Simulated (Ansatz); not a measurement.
```xyz
4

C    -0.0440    0.4279   -0.1368
Ge   -0.7707   -0.8739   -1.3358
O     1.0121   -0.2374   -0.1336
H    -0.1367    1.3615    0.4581
```

Geometry: PBE0-D3(BJ)/def2-SVP.

These are results of isolated molecule in a Gaussian basis; Kohn-Sham density functional theory, functional PBE0 (Ansatz), not measurements.

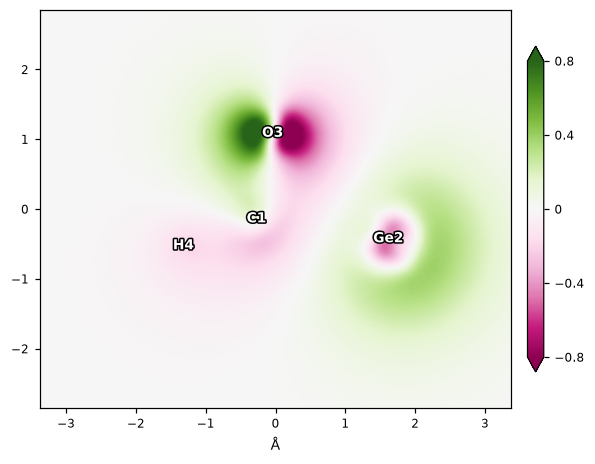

CHGeO (SMILES [CH]1=[Ge][O]1) (doublet). The HOMO−1 (β) on the molecular plane (values in Å⁻³ᐟ²; the overall sign is arbitrary).

> Describe this orbital and give its energy.

Its weight (Hirshfeld) is mainly on Ge2 (about 60 %), O3 (about 30 %) and C1 (about 10 %); it is symmetric in the molecular plane (an in-plane orbital: σ, lone-pair or in-plane π type). Its energy is −9.42 eV.
